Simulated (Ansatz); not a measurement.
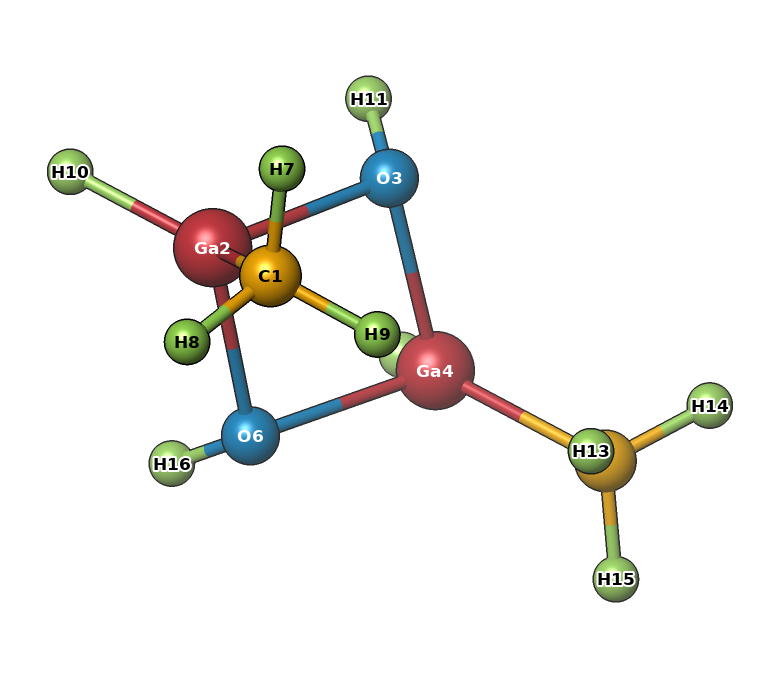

The picture comes from a calculation with Ansatz.

Ga2 lies behind C1. The molecule seen a little off the C1–Ga2 bond, C1 in front. Atoms fade into the background with distance from the viewer. State: charge +1, doublet. Geometry: the geometry of the neutral molecule.

What is the torsion angle H7–C1–Ga2–O3? The sign is positive where the front bond must turn clockwise to cover the back bond.

Answer. 75°, synclinal (gauche). The bonds about C1–Ga2 are staggered.
